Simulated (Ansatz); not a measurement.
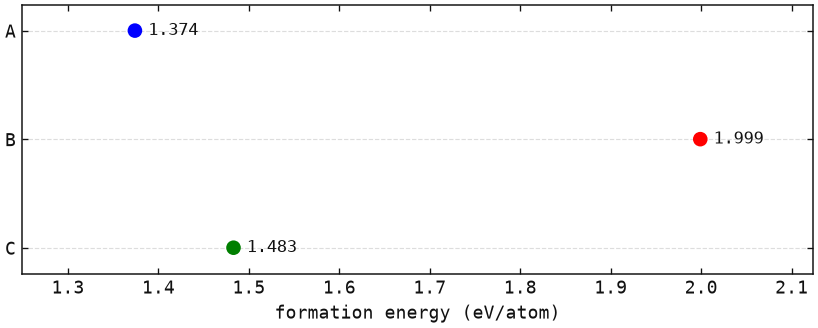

The picture above shows the formation energy of each starting structure type for Cs₂Ru. The labels are replaced by letters. In alphabetical order the cases are: AlB2 type; cubic Laves (C15); marcasite type.

How it was computed, with Ansatz 0.2.0: a formula put on the sites of a structure type, uncorrected energy per atom over the elements' standard states (H N O F Cl as gases), plane-wave PAW DFT, cell and atoms relaxed at 0 K and 0 GPa, spin start parallel or as listed, metals to 4 meV/atom. Level: PBE, no spin polarisation.

```csv
setting,value
wave cutoff,420 eV
```

The names give the starting types; a cell can relax into another structure.

Which letter stands for which starting structure type?

A: marcasite type (1.374 eV/atom); B: cubic Laves (C15) (1.999 eV/atom); C: AlB2 type (1.483 eV/atom).

Keep in mind: no spin polarisation, a magnetic state may lie lower.
